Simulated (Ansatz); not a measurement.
Converging the plane-wave cutoff: CoAuO₂ (P3m1, 8 atoms in the cell)

```xyz
8
Lattice="2.8702 0.0000 0.0000 -1.4351 2.4857 0.0000 0.0000 0.0000 12.1117" Properties=species:S:1:pos:R:3 pbc="T T T"
Co     0.0000     0.0000     0.0500
Co     0.0000     0.0000     6.0558
Au     1.4351     0.8286     9.0838
Au     0.0000     1.6571     3.0279
O      0.0000     1.6571     5.1095
O      1.4351     0.8286     7.0021
O      1.4351     0.8286    11.1654
O      0.0000     1.6571     0.9463
```

Method of the run: PBEsol, default PAW files made with PBE (plane waves; Ansatz, an electronic-structure program).

Base settings: basis.ecutwfc = 420 eV; kpoints.mp_grid.grid = 9 9 1; hamiltonian.xc = pbesol; hamiltonian.pseudopotentials = {kind: paw} (the program's default PAW files); scf.occupations.method = gaussian; scf.occupations.width = 0.1 eV.

The second cell is the first with its lattice scaled by 0.98.

The mesh stays at the base's, so the ladder's end is converged at best in this setting alone.

The first pressure column holds Ansatz's estimate of the finite-basis (Pulay) stress, which hides part of the cutoff error; the other is without it.

Only quantities that move along the ladder and can be compared are tabulated.

The count of work is k-points × plane waves × bands × iterations; it is no time. 

The starting cell comes from a database of computed structures (which also holds hypothetical and non-ambient phases and stackings), without a prior relaxation at this level. Its lattice was rescaled by up to half a per cent. One atom was moved a little off its site on purpose. Spin polarisation is off, so a magnetic state, if there is one, cannot be reached. In the base run, forces exceed 1 eV/Å.

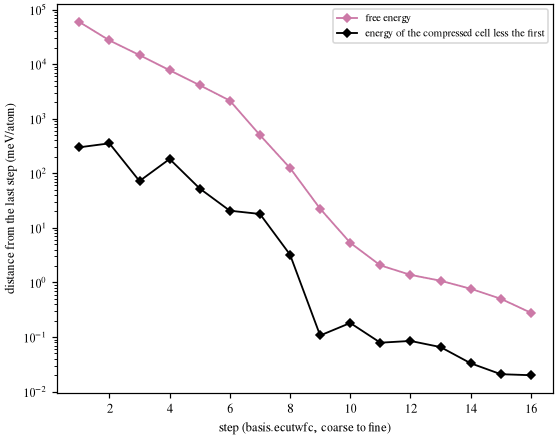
*Distance from the last step along the ladder; very small values are drawn at a floor.*

| basis.ecutwfc | free energy less the last step's (meV/atom) | energy of the compressed cell less the first (meV/atom) | pressure (GPa) | pressure without the Pulay estimate (GPa) | largest difference of a force vector from the last step's (eV/Å) | count of work / last |
|---|---|---|---|---|---|---|
| 145 eV | 59354.29 | -272.47 | 13.35 | -2451.09 | 3.859 | 0.10 |
| 170 eV | 27293.47 | 381.71 | 79.01 | -1355.95 | 6.714 | 0.097 |
| 190 eV | 14662.09 | 99.54 | 40.12 | -834.72 | 5.310 | 0.13 |
| 210 eV | 7737.90 | 210.36 | 9.19 | -501.49 | 2.397 | 0.17 |
| 230 eV | 4115.99 | -25.36 | -7.41 | -301.04 | 0.649 | 0.17 |
| 250 eV | 2152.27 | 6.69 | -5.71 | -177.18 | 0.592 | 0.19 |
| 295 eV | 502.52 | 9.34 | -3.60 | -52.31 | 0.189 | 0.21 |
| 335 eV | 125.08 | 24.12 | -0.68 | -15.93 | 0.048 | 0.24 |
| 380 eV | 22.47 | 27.47 | -0.44 | -3.66 | 0.009 | 0.29 |
| 420 eV | 5.33 | 27.54 | -0.49 | -1.18 | 0.002 | 0.27 |
| 460 eV | 2.06 | 27.44 | -0.50 | -0.65 | 0.001 | 0.29 |
| 505 eV | 1.38 | 27.44 | -0.50 | -0.53 | 0.001 | 0.35 |
| 565 eV | 1.08 | 27.42 | -0.50 | -0.53 | 0.001 | 0.42 |
| 630 eV | 0.77 | 27.39 | -0.51 | -0.53 | 0.000 | 0.49 |
| 735 eV | 0.50 | 27.38 | -0.51 | -0.52 | 0.000 | 0.62 |
| 840 eV | 0.28 | 27.38 | -0.51 | -0.53 | 0.000 | 0.75 |
| 1010 eV | 0.00 | 27.36 | -0.51 | -0.52 | 0.000 | 1.0 |

Coarsest basis.ecutwfc that holds the energy of the compressed cell less the first within 1 meV/atom of the last step, with all finer ones: 380 eV, at 0.29 of the last step's count of work; the step before is off by 3.2 meV/atom.

Coarsest basis.ecutwfc that holds the pressure without the Pulay estimate within 1 GPa of the last step, with all finer ones: 420 eV, at 0.27 of the last step's count of work; the step before is off by 3.1 GPa.

Coarsest basis.ecutwfc that holds the forces within 0.02 eV/Å of the last step, with all finer ones: 380 eV, at 0.29 of the last step's count of work; the step before is off by 0.048 eV/Å.

The energy difference between the two cells stays within 1 meV/atom of the last step's from 380 eV on, the total only from 630 eV on: much of the error is common to both cells and cancels.

At the lowest cutoff the pressure without the Pulay estimate lies 2450 GPa under the last step's, the usual sign of Pulay stress in an incomplete plane-wave basis.

Keys are those of Ansatz 0.2.
